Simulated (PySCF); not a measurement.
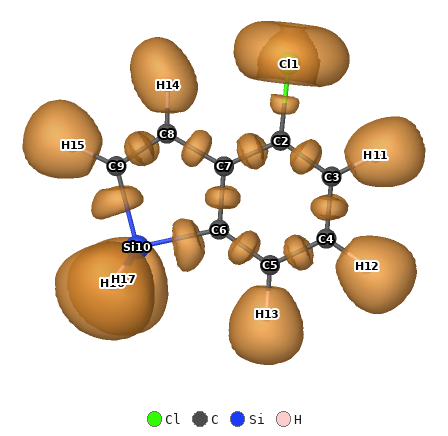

The picture shows: C₈H₇ClSi (SMILES Clc1cccc2c1C=C[SiH2]2). Isosurface of the electron localisation function at 0.8 (orange), seen across its widest extent. Only the valence region is drawn (cores and ρ < 0.01 e/Å³ removed).

Geometry: PBE0-D3(BJ)/def2-SVP.

Theory: PBE0/pcSseg-1, SCF density, gas phase, non-relativistic (PySCF).

Input

```
{"job": {"kind": "nmr", "xc": "PBE0", "basis": "pcSseg-1"}, "charge": 0, "multiplicity": 1}
Cl    -0.061716     6.460190     0.456718
C      0.246444     4.759533     0.622110
C      1.570538     4.315471     0.624370
C      1.846315     2.958154     0.755304
C      0.803823     2.034280     0.884370
C     -0.514154     2.474310     0.882237
C     -0.810293     3.853181     0.749725
C     -2.244106     4.192990     0.760702
C     -3.125224     3.178662     0.892810
Si    -2.165363     1.579282     1.031212
H      2.375702     5.044961     0.522434
H      2.884935     2.619804     0.755931
H      1.035541     0.971045     0.986456
H     -2.536349     5.242848     0.662079
H     -4.202572     3.355571     0.909186
H     -2.338919     0.864547     2.332787
H     -2.419427     0.603569    -0.072471
```

Launched as:

```sh
OMP_NUM_THREADS=1 python probes_run.py task.json out
```

Q: Where are the electrons localised?

A: At this value the surface marks out eight regions between bonded C–C atoms (shared pairs), one region between bonded C–Cl atoms (shared pairs), two regions between bonded C–Si atoms (shared pairs), seven regions around hydrogen nuclei and one ring or bowl of non-bonding electrons around Cl.

Values along the shortest contacts:
C–C (1.35 Å): the ELF peaks at about 0.90 between the atoms: a covalent bond. C–Cl (1.74 Å): the ELF peaks at about 0.90 between the atoms: a covalent bond.
